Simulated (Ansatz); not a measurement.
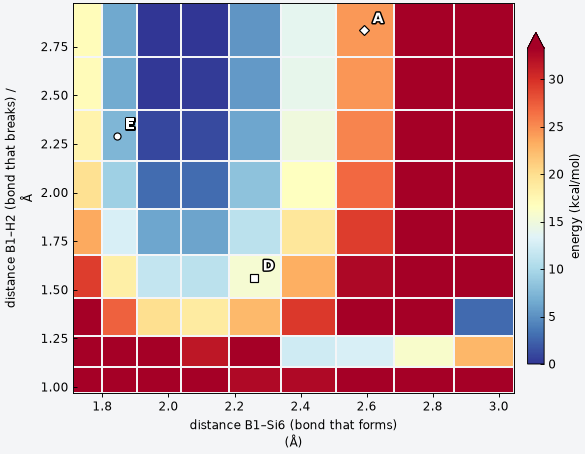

The reacting system BF₂H₅Si (fragments BF₂H₅Si where the first distance is long, BF₂H₃Si + H₂ where the second is long). 
- The first coordinate is: distance B1–Si6 (bond that forms); the second: distance B1–H2 (bond that breaks).
- Relaxed at each point: all other coordinates.
- The scan uses a 9 × 9 grid.
- Points are written as (first, second).
- Energies: kcal/mol, counted from the lowest grid point.
- Energies and slopes of some neighbouring points disagree (a jump in structure or state, or too coarse a mesh). The reference is spin-restricted, so regions where a bond is pulled apart into radicals lie too high.
- Method: Ansatz 0.2.0, RKS r2SCAN-D4/def2-SVP.

The picture shows one coloured cell a grid point, one colour for all values above the top of the scale, lettered points.

Is A the lowest point of the computed grid?

Answer. No. A lies 24.3 kcal/mol above the lowest grid point, which is at (1.967 Å, 2.835 Å).

Rank the lettered points by energy, lowest first.

Answer. E (7.4 kcal/mol), D (15.5 kcal/mol), A (24.3 kcal/mol).
